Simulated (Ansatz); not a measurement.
C2H4AlB: several calculations on one system

Part 1: Relaxation

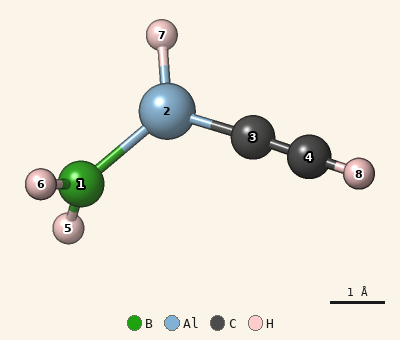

This is the input geometry for a constrained relaxation of C2H4AlB. Style: ball-and-stick. Shown at a tilt.

Theory: RKS PBE0-D4/def2-TZVP in Ansatz.

Input file:
```yaml
crystal:
  periodic: [false, false, false]
  atoms:
    - {symbol: B, position_ang: [-0.979071, 1.610333, -0.658908]}
    - {symbol: Al, position_ang: [0.732208, 0.397982, -0.379930]}
    - {symbol: C, position_ang: [0.534242, -1.168273, 0.517573]}
    - {symbol: C, position_ang: [0.357480, -2.204079, 1.120693]}
    - {symbol: H, position_ang: [-1.697463, 1.508070, -1.614250]}
    - {symbol: H, position_ang: [-1.310001, 2.455278, 0.125791]}
    - {symbol: H, position_ang: [2.184273, 0.768490, -0.905309]}
    - {symbol: H, position_ang: [0.209930, -3.117822, 1.651091]}
basis:
  gaussian: {orbitals: def2-TZVP}
hamiltonian: {xc: pbe0, dispersion: d4}
relax: {f_tol: 0.005, max_steps: 200, constraints: [{distance: [1, 2]}]}
```

> Predict the outcome.

The energy falls by 0.001 eV in 5 geometry steps. The largest force component goes from 0.04 to 0.0032 eV/Å. The atom that moves furthest after the best rigid fit is H7 (0.026 Å). Largest moves by element: H 0.026 Å, C 0.017 Å, Al 0.017 Å, B 0.008 Å.

The structure at the end:

```xyz
8

B    -0.9778    1.6172   -0.6629
Al    0.7217    0.3870   -0.3715
C     0.5367   -1.1819    0.5243
C     0.3642   -2.2189    1.1272
H    -1.6920    1.5240   -1.6231
H    -1.3048    2.4706    0.1152
H     2.1650    0.7852   -0.9100
H     0.2187   -3.1333    1.6576
```

Part 2: Relaxation

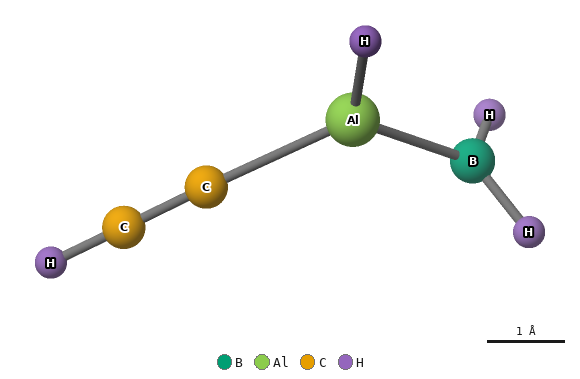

This is the input geometry for a constrained relaxation of C$_{2}$H$_{4}$AlB. The picture is a ball-and-stick view, seen from a free direction.

The calculation used Ansatz 0.2.0, RKS PBE0-D4/def2-TZVP.

The input:
```yaml
crystal:
  periodic: [false, false, false]
  atoms:
    - {symbol: B, position_ang: [-0.979071, 1.610333, -0.658908]}
    - {symbol: Al, position_ang: [0.732208, 0.397982, -0.379930]}
    - {symbol: C, position_ang: [0.501538, -1.427016, 0.665839]}
    - {symbol: C, position_ang: [0.324776, -2.462822, 1.268959]}
    - {symbol: H, position_ang: [-1.697463, 1.508070, -1.614250]}
    - {symbol: H, position_ang: [-1.310001, 2.455278, 0.125791]}
    - {symbol: H, position_ang: [2.184273, 0.768490, -0.905309]}
    - {symbol: H, position_ang: [0.177227, -3.376564, 1.799357]}
basis:
  gaussian: {orbitals: def2-TZVP}
hamiltonian: {xc: pbe0, dispersion: d4}
relax: {f_tol: 0.005, max_steps: 200, constraints: [{distance: [1, 2]}]}
```

### Predict the outcome.

Over 6 geometry steps the energy falls by 0.10 kcal/mol. Largest force component: 0.076 eV/Å at the start, 0.0021 eV/Å at the end. The largest moves after the best rigid fit, 0.055 Å, are those of H5 and H8. By element the largest moves are H 0.055 Å, Al 0.047 Å, C 0.046 Å, B 0.026 Å. Among the contacts that change: Al2–H7 1.588 → 1.583 Å, B1–Al2 2.116 → 2.111 Å. Bond angles that change, for instance: B1–Al2–H7 124.2° → 128.3°, B1–Al2–C3 118.1° → 115.3°. The run took of the order of 28 core-seconds on a shared host.

History of the run:

```
step  E − E(0), kcal/mol  largest force component, eV/Å
   0                0.00                         0.0761
   1               -0.03                         0.1322
   2               -0.08                         0.0340
   3               -0.09                         0.0143
   4               -0.10                         0.0119
   5               -0.10                         0.0023
   6               -0.10                         0.0021
```

Final geometry:

```xyz
8

B    -0.9812    1.5877   -0.6461
Al    0.7640    0.4250   -0.4016
C     0.5000   -1.3936    0.6475
C     0.3055   -2.4248    1.2525
H    -1.7101    1.4607   -1.5889
H    -1.3210    2.4115    0.1553
H     2.2316    0.7424   -0.9013
H     0.1446   -3.3351    1.7841
```

The end point in the same view:

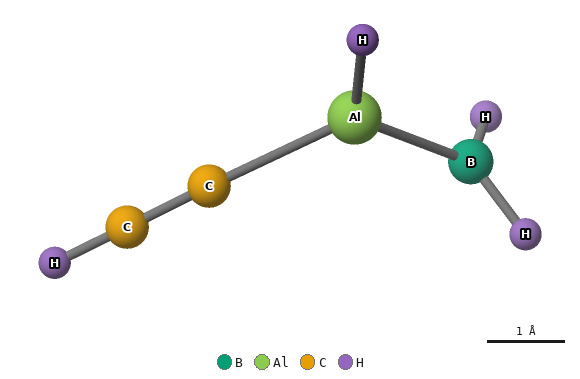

Part 3: Scan

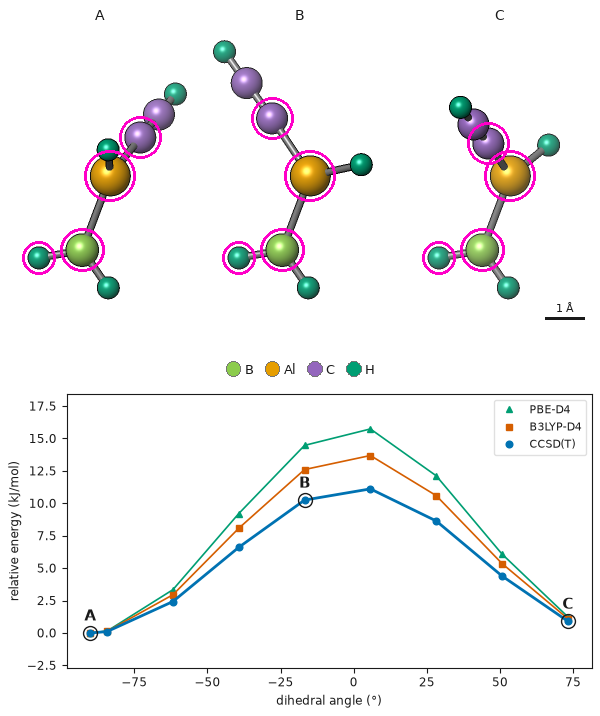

A scan of C₂H₄AlB: one H–B–Al–C dihedral angle is varied, with the rest of the molecule carried along rigidly. The lettered frames are marked on the plot, at the values of CCSD(T). Style: ball-and-stick. Shown from a free direction. The ringed atoms are those of the scanned coordinate.

Levels of theory: CCSD(T), B3LYP-D4, PBE-D4 (def2-TZVPP, Ansatz), on geometries moved rigidly from the minimum at PBE0-D4/def2-TZVP. Coupled cluster with a frozen core. Energies are counted from the PBE0-D4/def2-TZVP minimum geometry at the same level.

Q: Read off the main features of the energy profile.

A: With CCSD(T): of the computed points the lowest is at the dihedral −90.0°, 0.0 kJ/mol. A local maximum lies at 5.7° (11.1 kJ/mol). The highest point, at 5.7°, lies 11.1 kJ/mol above the lowest and gives an upper estimate of the barrier to rotation, since the rotor is rigid. At 5.7° the levels give CCSD(T) 11.1 kJ/mol, B3LYP-D4 13.7 kJ/mol, PBE-D4 15.7 kJ/mol. Closest to CCSD(T) there is B3LYP-D4.

Part 4: Scan

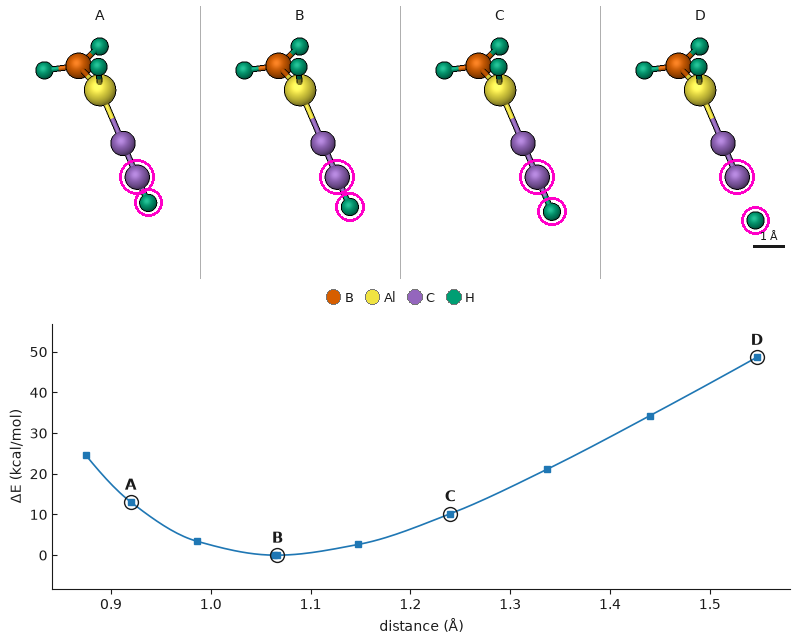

Energy scan for C₂H₄AlB, in which the C–H bond length is varied, with the rest of the molecule carried along rigidly. The lettered frames are marked on the plot. A ball-and-stick model, seen from a free direction. The ringed atoms are those of the scanned coordinate.

Computed with Ansatz: PBE0-D4, basis def2-TZVPP, on geometries moved rigidly from the minimum at PBE0-D4/def2-TZVP. Energies are counted from the PBE0-D4/def2-TZVP minimum geometry at the same level.

Q: Read off the main features of the energy profile.

A: The lowest computed point lies at the distance 1.067 Å (0.0 kcal/mol). The curvature at the lowest point is about 40 eV/Å² (6.4 mdyn/Å). The well is steeper on the short side, as for any bond.
